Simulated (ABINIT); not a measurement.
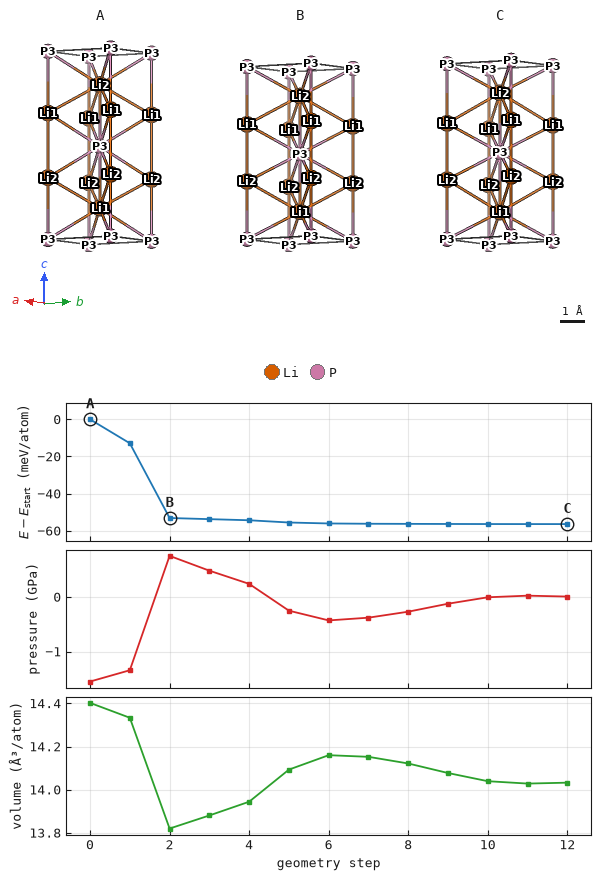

Frames of a relaxation of a crystal of Li2P (a generated structure, set up in I4/mmm), marked on the history of the run. A ball-and-stick model of the conventional cell (2 times the calculation's cell), seen from a free direction. Lengths and directions refer to the drawn axes.

The run lets cell and atoms move.

Computed with Kohn-Sham DFT of a periodic cell, PBE, JTH PAW PBE v2.0 (ABINIT 10.8.3).

The input:
```
# Pseudopotentials
pp_dirpath "./"
pseudos "Li.GGA_PBE-JTH.xml, P.GGA_PBE-JTH.xml"

# Structure
acell 4.6948804249 4.6948804249 4.6948804249 Angstrom
rprim
    -0.3459519866     0.3459519866     0.8721435925
     0.3459519866    -0.3459519866     0.8721435925
     0.3459519866     0.3459519866    -0.8721435925
ntypat 2
znucl 3 15
natom 3
typat 1 1 2
xred
     0.6717510200     0.6717510200     0.0000000000
     0.3282489800     0.3282489800     0.0000000000
     0.0000000000     0.0000000000     0.0000000000
chkprim 0
chksymtnons 0
tolsym 1.0e-6

# Plane-wave basis
ecut 544.227725 eV
pawecutdg 40.0

# k points
kptopt 1
ngkpt 11 11 11
nshiftk 1
shiftk 0.0 0.0 0.0

# Exchange and correlation
ixc 11

# Bands and occupations
nband 10
occopt 3
tsmear 0.00183747

# SCF cycle
nstep 100
tolvrs 1.0e-9

# Output
iomode 3
prtwf 0
prtden 0
prteig 0
prtebands 0
enunit 1

# Relaxation
ionmov 2
ntime 60
tolmxf 0.0002
optcell 2
dilatmx 1.15
ecutsm 0.5
chkdilatmx 0
```

Run as
```bash
abinit run.abi > log 2>&1
```

What happens along the run?

Answer. After 12 geometry steps the energy has fallen by 56.4 meV per atom. Largest force component: 0.64 eV/Å at the start, under 0.0001 eV/Å at the end. Pressure: −1.55 GPa at the start and 0.01 GPa at the end. The largest moves relative to the cell, 0.085 Å, are those of Li1 and Li2. Li1 goes along −c. P stays in place. The drawn cell changes as follows: a = b 3.248 → 3.319 Å (+2.2 %), c 8.189 → 7.644 Å (−6.7 %); the volume changes by −2.6 %. Near-neighbour distances that change, for instance: Li1–Li2 2.813 → 2.457 Å, Li1–P3 2.688 → 2.594 Å, Li1–Li2 (another image) 2.630 → 2.715 Å, Li1–P3 (another image) 2.693 → 2.649 Å. The space group stays I4/mmm (No. 139). Cost: 17 min on 1 thread of Arm Neoverse V2 (shared host), peak memory 0.21 GiB. From step 0 to 2: Li atoms move most (0.05 Å), volume −4.0 %, energy −53.1 meV per atom. From step 2 to 12: Li atoms move most (0.03 Å), volume +1.5 %, energy −3.3 meV per atom.
